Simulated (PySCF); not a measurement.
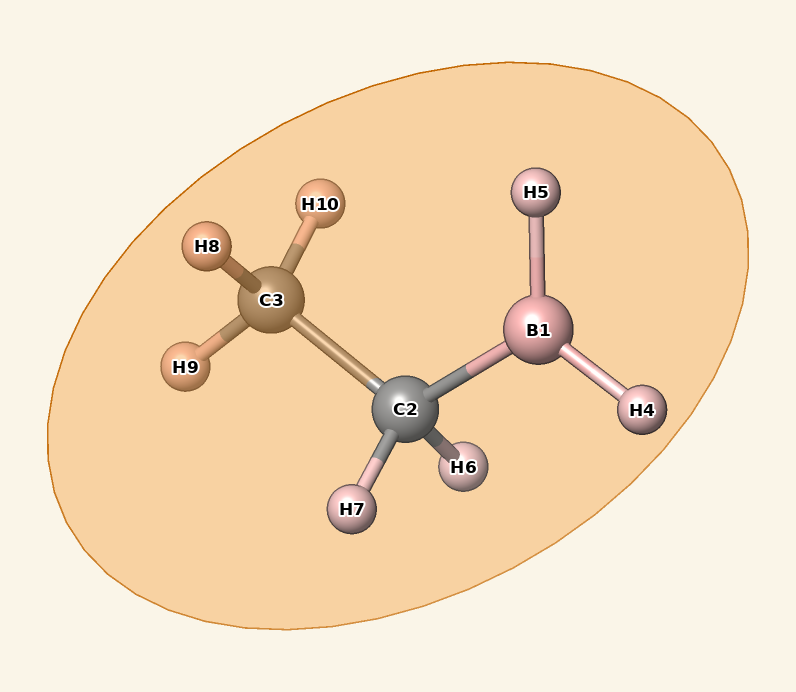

A disc through the centre of mass is drawn in. Distant atoms are faded towards the background colour. Computed geometry: GFN2-xTB optimisation. No frequency run is at hand to confirm it as a minimum.

> Is the plane of the disc a mirror plane of the structure?

No. The point group is Cs, with 1 mirror plane, and this plane isn't one of its mirror planes.
